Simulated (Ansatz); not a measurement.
**Geometry relaxation, with input and output: CH$_{6}$F$_{2}$Si$_{2}$**

System: CH$_{6}$F$_{2}$Si$_{2}$.
Method: RKS PBE-D4/def2-SVP (Ansatz 0.2.0).

The geometry: force-field start. Figures and captions count atoms from 1; the log counts them from 0 in places.

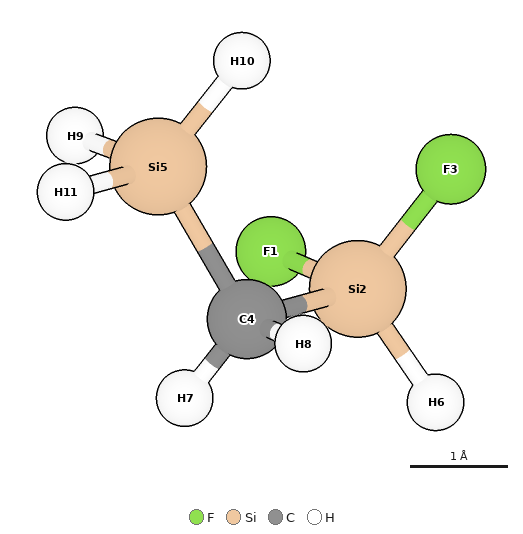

*The structure as given in the input (ball-and-stick view, seen at a tilt; atoms are numbered from 1 in the order of the input).*

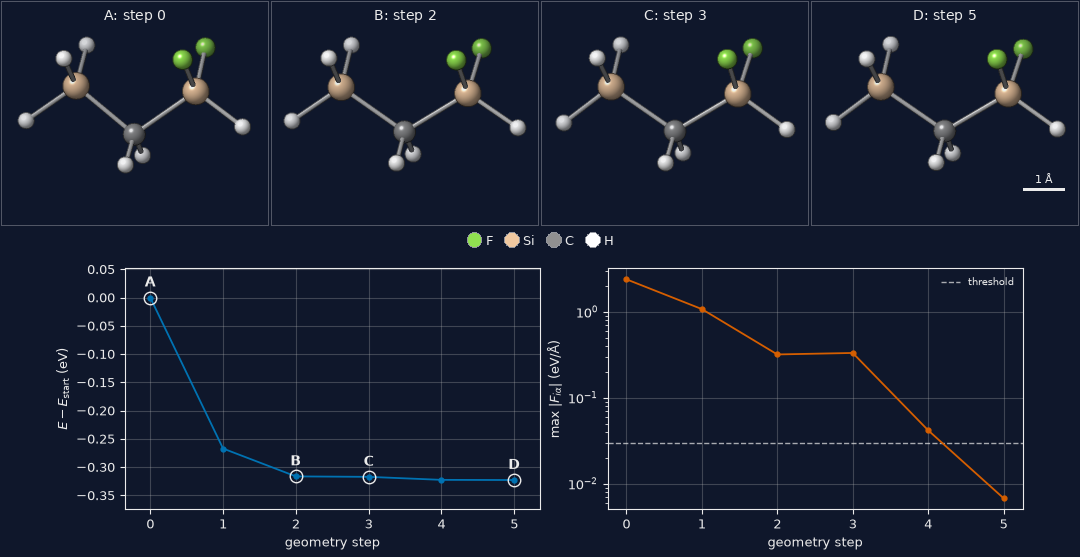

*Frames of the relaxation (ball-and-stick view, seen at a tilt) above the curves, on which the letters mark them (the first geometry is step 0 here and step 1 in the log).*

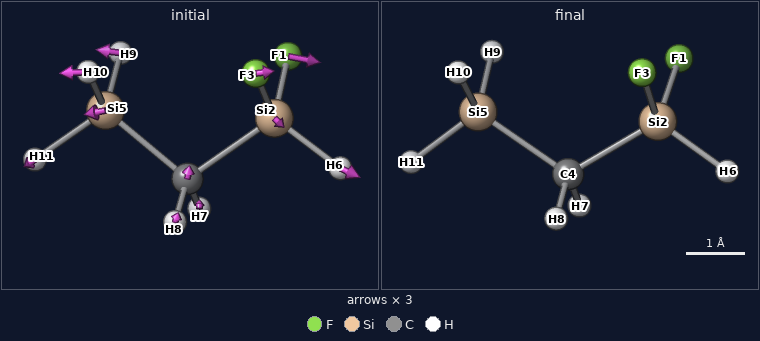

*Before (left) and after (right) the relaxation, at one scale (ball-and-stick view, seen at a tilt). The pink arrows give the displacements, magnified 3 times.*

F1 moves most after the best rigid fit: 0.20 Å. Largest moves by element: F 0.20 Å, H 0.17 Å, Si 0.14 Å, C 0.09 Å. Among the contacts that change: Si5–H10 1.437 → 1.502 Å, C4–Si5 1.849 → 1.903 Å, Si2–H6 1.445 → 1.495 Å, F1–Si2 1.583 → 1.632 Å. Among the angles that change: Si2–C4–Si5 106.0° → 115.9°, C4–Si2–H6 109.4° → 115.1°, F1–Si2–H6 112.8° → 108.0°. After 5 geometry steps the energy has fallen by 0.323 eV. The largest force component goes from 2.4 to 0.0068 eV/Å. (Atoms are counted from 1 in the order of the input.)

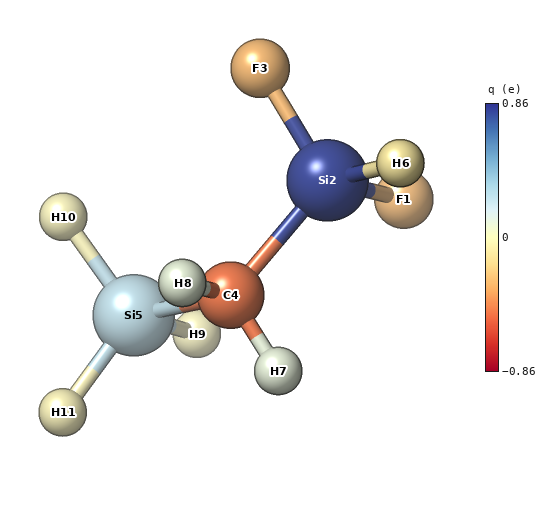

*Mulliken charges, as the colour of each atom (ball-and-stick view, seen at a tilt; atoms are numbered from 1 in the order of the input; Mulliken charges depend strongly on the basis).*

By element: F −0.30, Si +0.28 to +0.82, C −0.49 and H −0.09 to +0.10 e.

The input that produced these results follows, with the program's output.

### Input file
```yaml
crystal:
  periodic: [false, false, false]
  atoms:
    - {symbol: F, position_ang: [-2.212500, 0.302300, 0.501200]}
    - {symbol: Si, position_ang: [-1.180700, 0.842200, -0.571800]}
    - {symbol: F, position_ang: [-0.576500, 2.236300, -0.047100]}
    - {symbol: C, position_ang: [0.219900, -0.424400, -0.715400]}
    - {symbol: Si, position_ang: [0.971600, -0.547300, 0.969900]}
    - {symbol: H, position_ang: [-1.779900, 1.044600, -1.871200]}
    - {symbol: H, position_ang: [-0.172100, -1.352700, -1.060900]}
    - {symbol: H, position_ang: [0.972000, -0.082600, -1.437000]}
    - {symbol: H, position_ang: [-0.045700, -1.085500, 1.959200]}
    - {symbol: H, position_ang: [1.533900, 0.696200, 1.419800]}
    - {symbol: H, position_ang: [2.095300, -1.602000, 0.861400]}
basis:
  gaussian: {orbitals: def2-SVP}
hamiltonian: {xc: pbe, dispersion: d4}
relax: {f_tol: 0.03, max_steps: 200}
```

Run as:
```bash
ansatz run in.yaml --threads 4 --pin off --events-out ev --progress --plain --max-ram 10444MiB
```

### Log
```
Functional definition: PBE
  name "PBE"
  cite "Perdew, Burke & Ernzerhof, Phys. Rev. Lett. 77, 3865 (1996) doi:10.1103/PhysRevLett.77.3865"
  parent pbe
  parameter kappa = 0.804
  parameter beta = 0.06672455060314922
  exchange = pbe_x(kappa = kappa, mu = beta*pi^2/3)
  correlation = pbe_c(beta = beta)
1194 factors; their error is unknown
mean field evaluation 1: about -22292.9955 eV, gradient 6.4e1 eV
mean field evaluation 2: about -22279.6496 eV, gradient 9.7e1 eV
mean field evaluation 4: about -22301.8030 eV, gradient 4.7e0 eV
mean field evaluation 8: about -22301.8493 eV, gradient 5.3e-2 eV
mean field evaluation 16: about -22301.7600 eV, gradient 7.6e-5 eV
mean field -22301.75999790 eV, -819.5745632468 hartree, gradient 1.5e-5 eV, S^2 0.000000; 0 other end points of the search recorded, 0 dependent functions left out
the calculation of the forces begins
reference -22301.76003460 eV, -819.5745645956 hartree; 29, 29 occupied and 79, 79 virtual orbitals, 1194 factors
relax step   1: F+E_penalty+E_count = -22302.00362569 eV  Δ(F+E_penalty+E_count) = +0.000e0 eV  max|allowed force component| = 2.393e0 eV/Å  Δτ_max = 0.0000 Å  (28 SCF iters, accepted)
these checks for a lower state are left out or cut short: starts, cluster_reference, orbital_swaps, neighbouring_geometries, increment
1194 factors; their error is unknown
mean field -22302.02923794 eV, -819.5844576359 hartree, gradient 2.3e-5 eV, S^2 0.000000; 0 other end points of the search recorded, 0 dependent functions left out
the calculation of the forces begins
reference -22302.02927497 eV, -819.5844589969 hartree; 29, 29 occupied and 79, 79 virtual orbitals, 1194 factors
relax step   2: F+E_penalty+E_count = -22302.27075755 eV  Δ(F+E_penalty+E_count) = -2.671e-1 eV  max|allowed force component| = 1.077e0 eV/Å  Δτ_max = 0.1511 Å  (27 SCF iters, accepted)
these checks for a lower state are left out or cut short: starts, cluster_reference, orbital_swaps, neighbouring_geometries, increment
1194 factors; their error is unknown
mean field evaluation 32: about -22302.0789 eV, gradient 1.9e-5 eV
mean field -22302.07885736 eV, -819.5862811161 hartree, gradient 1.9e-5 eV, S^2 0.000000; 0 other end points of the search recorded, 0 dependent functions left out
the calculation of the forces begins
reference -22302.07889434 eV, -819.5862824748 hartree; 29, 29 occupied and 79, 79 virtual orbitals, 1194 factors
relax step   3: F+E_penalty+E_count = -22302.32006020 eV  Δ(F+E_penalty+E_count) = -4.930e-2 eV  max|allowed force component| = 3.192e-1 eV/Å  Δτ_max = 0.0534 Å  (29 SCF iters, accepted)
these checks for a lower state are left out or cut short: starts, cluster_reference, orbital_swaps, neighbouring_geometries, increment
1194 factors; their error is unknown
mean field -22302.08009246 eV, -819.5863265052 hartree, gradient 1.9e-5 eV, S^2 0.000000; 0 other end points of the search recorded, 0 dependent functions left out
the calculation of the forces begins
reference -22302.08012939 eV, -819.5863278623 hartree; 29, 29 occupied and 79, 79 virtual orbitals, 1194 factors
relax step   4: F+E_penalty+E_count = -22302.32084223 eV  Δ(F+E_penalty+E_count) = -7.820e-4 eV  max|allowed force component| = 3.322e-1 eV/Å  Δτ_max = 0.0664 Å  (27 SCF iters, accepted)
these checks for a lower state are left out or cut short: starts, cluster_reference, orbital_swaps, neighbouring_geometries, increment
1194 factors; their error is unknown
mean field -22302.08553760 eV, -819.5865266104 hartree, gradient 1.8e-5 eV, S^2 0.000000; 0 other end points of the search recorded, 0 dependent functions left out
the calculation of the forces begins
reference -22302.08557453 eV, -819.5865279674 hartree; 29, 29 occupied and 79, 79 virtual orbitals, 1194 factors
relax step   5: F+E_penalty+E_count = -22302.32618587 eV  Δ(F+E_penalty+E_count) = -5.344e-3 eV  max|allowed force component| = 4.173e-2 eV/Å  Δτ_max = 0.0211 Å  (29 SCF iters, accepted)
these checks for a lower state are left out or cut short: starts, cluster_reference, orbital_swaps, neighbouring_geometries, increment
1194 factors; their error is unknown
mean field -22302.08576869 eV, -819.5865351026 hartree, gradient 1.7e-5 eV, S^2 0.000000; 0 other end points of the search recorded, 0 dependent functions left out
the calculation of the forces begins
reference -22302.08580560 eV, -819.5865364592 hartree; 29, 29 occupied and 79, 79 virtual orbitals, 1194 factors
relax step   6: F+E_penalty+E_count = -22302.32647300 eV  Δ(F+E_penalty+E_count) = -2.871e-4 eV  max|allowed force component| = 6.753e-3 eV/Å  Δτ_max = 0.0182 Å  (29 SCF iters, accepted)
1194 factors; their error is unknown
mean field evaluation 64: about -22302.0857 eV, gradient 1.5e-1 eV
mean field -22302.08576869 eV, -819.5865351026 hartree, gradient 1.7e-5 eV, S^2 0.000000; 1 other end points of the search recorded, 0 dependent functions left out
the calculation of the forces begins
reference -22302.08580560 eV, -819.5865364592 hartree; 29, 29 occupied and 79, 79 virtual orbitals, 1194 factors
Total energy: -22302.32650992 eV, -819.5953821796 hartree
Atom 0 at    -2.363781     0.344311     0.384457 Å, force    -0.003185    -0.001994    -0.003266 eV/Å
Atom 1 at    -1.206954     0.850472    -0.648674 Å, force     0.002050    -0.000209     0.005649 eV/Å
Atom 2 at    -0.670157     2.284908    -0.085689 Å, force    -0.001095     0.000886    -0.002369 eV/Å
Atom 3 at     0.193135    -0.370762    -0.654084 Å, force    -0.002491    -0.003325    -0.006753 eV/Å
Atom 4 at     1.066154    -0.640483     1.015346 Å, force    -0.000182     0.005285     0.001922 eV/Å
Atom 5 at    -1.848224     1.087468    -1.978408 Å, force     0.000334     0.002434     0.002363 eV/Å
Atom 6 at    -0.198923    -1.347776    -1.012902 Å, force     0.001947     0.001042     0.000744 eV/Å
Atom 7 at     0.946924    -0.034629    -1.399623 Å, force     0.000344    -0.001936     0.002098 eV/Å
Atom 8 at     0.075734    -1.116433     2.040126 Å, force    -0.000589     0.000023     0.000649 eV/Å
Atom 9 at     1.683986     0.645239     1.486727 Å, force     0.002241     0.000262    -0.000027 eV/Å
Atom 10 at     2.147405    -1.675214     0.860823 Å, force     0.000626    -0.002469    -0.001011 eV/Å
Dipole moment:     0.196452    -0.257034    -0.336850 e Å
```

### Trajectory as extended XYZ (Å, eV, eV/Å), 6 frames, from step=1 to step=6
```
11
Properties=species:S:1:pos:R:3:forces:R:3 step=1 energy=-22302.00363
F    -2.2125    0.3023    0.5012   -1.2364  -0.4039   1.0869
Si   -1.1807    0.8422   -0.5718    1.8297  -0.8803  -1.3247
F    -0.5765    2.2363   -0.0471    0.1921   0.7180   0.3371
C     0.2199   -0.4244   -0.7154   -0.5579   2.0879   0.4346
Si    0.9716   -0.5473    0.9699    0.5825  -2.3929   0.3270
H    -1.7799    1.0446   -1.8712   -0.7426   0.3311  -0.7153
H    -0.1721   -1.3527   -1.0609   -0.5884  -1.4270  -0.3879
H     0.9720   -0.0826   -1.4370    0.2598   0.2158  -0.2859
H    -0.0457   -1.0855    1.9592    0.1496   0.2048  -0.1025
H     1.5339    0.6962    1.4198    0.4115   1.1245   0.3884
H     2.0953   -1.6020    0.8614   -0.3001   0.4218   0.2423
11
Properties=species:S:1:pos:R:3:forces:R:3 step=2 energy=-22302.27076
F    -2.3114    0.3534    0.4118   -0.7442  -0.2483   0.5837
Si   -1.2194    0.8604   -0.6472    1.0769  -0.4494  -0.3678
F    -0.6464    2.2764   -0.1154    0.1299   0.4510   0.1632
C     0.1967   -0.3869   -0.6641   -0.2370   0.6079  -0.0549
Si    1.0704   -0.6549    0.9883   -0.1311  -0.3656   0.3461
H    -1.8805    1.1132   -1.9483   -0.1224  -0.0285  -0.2196
H    -0.2038   -1.3416   -1.0263   -0.1395  -0.4403  -0.1947
H     0.9414   -0.0350   -1.4031    0.1091   0.0085  -0.1709
H     0.0574   -1.1290    1.9998    0.0637  -0.0268  -0.0347
H     1.6160    0.6346    1.4671    0.1980   0.3674   0.1166
H     2.2048   -1.6634    0.9455   -0.2035   0.1241  -0.1670
11
Properties=species:S:1:pos:R:3:forces:R:3 step=3 energy=-22302.32006
F    -2.3292    0.3510    0.4130   -0.2317  -0.0727   0.2113
Si   -1.2017    0.8525   -0.6391    0.3192  -0.1565  -0.2988
F    -0.6394    2.2821   -0.1035    0.0426   0.1289   0.0817
C     0.1995   -0.3869   -0.6685   -0.1717   0.1529  -0.0611
Si    1.0586   -0.6470    1.0058    0.0140   0.0340   0.1244
H    -1.8692    1.1003   -1.9548    0.0038  -0.0332   0.0075
H    -0.2039   -1.3563   -1.0348    0.0221  -0.0008   0.0053
H     0.9468   -0.0390   -1.4155    0.0071  -0.0287   0.0128
H     0.0591   -1.1354    2.0181    0.0117  -0.0019  -0.0184
H     1.6315    0.6589    1.4835    0.0017  -0.0176  -0.0069
H     2.1731   -1.6531    0.9038   -0.0188  -0.0044  -0.0577
11
Properties=species:S:1:pos:R:3:forces:R:3 step=4 energy=-22302.32084
F    -2.3499    0.3613    0.4041    0.1549   0.0180  -0.1403
Si   -1.1949    0.8528   -0.6490   -0.3322   0.1741   0.1624
F    -0.6693    2.2965   -0.0898   -0.0029  -0.0892  -0.0902
C     0.1915   -0.3623   -0.6612    0.2603  -0.1773   0.1438
Si    1.0597   -0.6386    1.0160   -0.0224  -0.0023  -0.0576
H    -1.8482    1.0566   -1.9771   -0.0122   0.0635  -0.0085
H    -0.2057   -1.3404   -1.0096   -0.0120  -0.0099  -0.0176
H     0.9608   -0.0472   -1.4005   -0.0512   0.0309  -0.0025
H     0.0691   -1.1369    2.0307    0.0118   0.0103  -0.0066
H     1.6652    0.6490    1.5009   -0.0044  -0.0189  -0.0031
H     2.1471   -1.6637    0.8436    0.0102   0.0009   0.0203
11
Properties=species:S:1:pos:R:3:forces:R:3 step=5 energy=-22302.32619
F    -2.3582    0.3553    0.3943   -0.0092  -0.0054   0.0125
Si   -1.2060    0.8522   -0.6477   -0.0050  -0.0064  -0.0237
F    -0.6670    2.2918   -0.1023    0.0074   0.0160   0.0115
C     0.1930   -0.3690   -0.6515    0.0147  -0.0228  -0.0417
Si    1.0644   -0.6428    1.0174    0.0051  -0.0049  -0.0032
H    -1.8535    1.0770   -1.9759   -0.0051   0.0034  -0.0074
H    -0.1958   -1.3446   -1.0179   -0.0159  -0.0028   0.0270
H     0.9471   -0.0352   -1.3979    0.0066   0.0241   0.0152
H     0.0743   -1.1310    2.0368    0.0034   0.0026   0.0037
H     1.6752    0.6438    1.4959   -0.0025  -0.0017   0.0021
H     2.1516   -1.6705    0.8569    0.0006  -0.0021   0.0040
11
Properties=species:S:1:pos:R:3:forces:R:3 step=6 energy=-22302.32647
F    -2.3638    0.3443    0.3845   -0.0032  -0.0020  -0.0033
Si   -1.2070    0.8505   -0.6487    0.0021  -0.0002   0.0056
F    -0.6702    2.2849   -0.0857   -0.0011   0.0009  -0.0024
C     0.1931   -0.3708   -0.6541   -0.0025  -0.0033  -0.0068
Si    1.0662   -0.6405    1.0153   -0.0002   0.0053   0.0019
H    -1.8482    1.0875   -1.9784    0.0003   0.0024   0.0024
H    -0.1989   -1.3478   -1.0129    0.0019   0.0010   0.0007
H     0.9469   -0.0346   -1.3996    0.0003  -0.0019   0.0021
H     0.0757   -1.1164    2.0401   -0.0006   0.0000   0.0006
H     1.6840    0.6452    1.4867    0.0022   0.0003   0.0000
H     2.1474   -1.6752    0.8608    0.0006  -0.0025  -0.0010
```

### Key numbers

```tsv
quantity	value
outcome	converged
total energy	−22302.3265 eV
mean-field energy	−22302.0858 eV
dispersion energy	−0.2407 eV
SCF solution under orbital rotations	stable
largest force (length of the vector) at the end	0.008 eV/Å
dipole moment	2.24 D
hardware	4 threads of Arm Neoverse V1, 23 GiB of memory available, shared host
wall time	8 s (CPU time 28 s)
peak memory	0.12 GiB
```
